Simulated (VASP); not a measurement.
```yaml
crystal:
  lattice:
    - [-1.61529, 1.61529, 1.61529]
    - [1.61529, -1.61529, 1.61529]
    - [1.61529, 1.61529, -1.61529]
  atoms:
    - { symbol: Mo, position: [0.00000, 0.00000, 0.00000] }
```

Level of theory: vdW-DF2, VASP's PBE PAW potentials (set 64) (plane waves; VASP). Settings: 520 eV cut-off, 18×18×18 Γ-centred mesh, tetrahedra with Blöchl corrections, potentials Mo_sv.

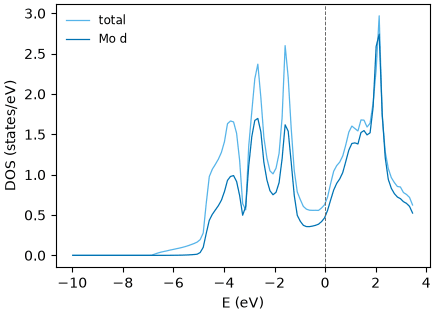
Total and projected density of states, zero at the Fermi level

Within 2 eV below the Fermi level the largest weight inside VASP's projection spheres is Mo d.

It has no gap at this level: it comes out as a metal or semimetal.

The compound is Mo in the bcc structure. It was relaxed first, which changed the volume by +8 %.
